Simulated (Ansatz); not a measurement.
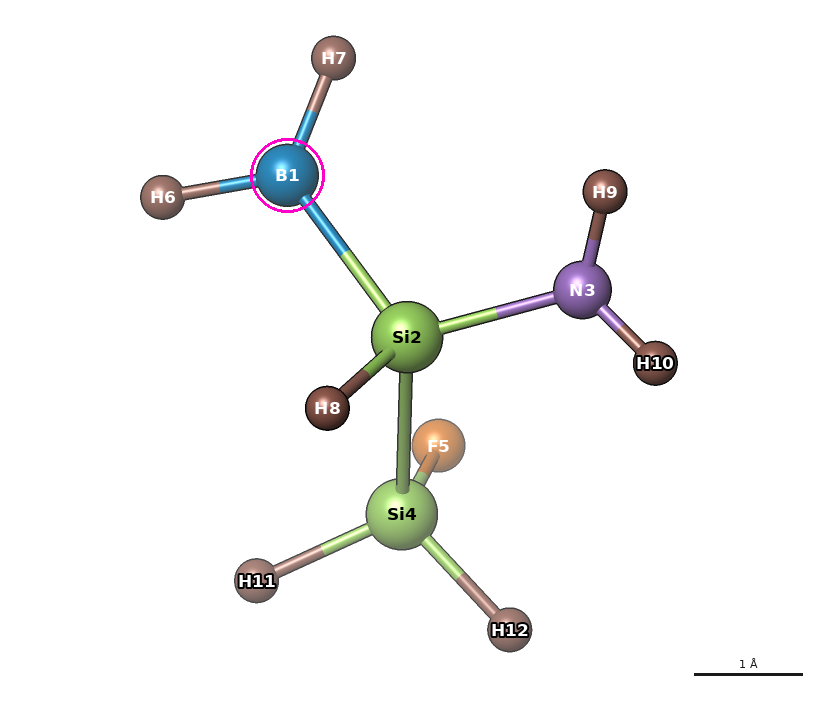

Orthographic view. Depth is shown by fading: the farther an atom, the more it takes the colour of the background. The computed structure is the end point of a PBE0-D4/def2-TZVP optimisation. No frequency run is at hand to confirm it as a minimum.

**Which atoms are bonded to the circled atom?**

The circled atom is B1; it is bonded to Si2, H6, H7.

**What is the shortest path along bonds from the circled atom to H10?**

B1–Si2–N3–H10, 3 bonds; through space the two are 4.06 Å apart.

**Of Si2 and Si4, which is nearer the viewer?**

Si2; the bond to Si4 points away from the viewer, so it looks shorter than its 2.35 Å.

**Which atom is farthest from the viewer?**

F5, 2.5 Å behind the mean position.
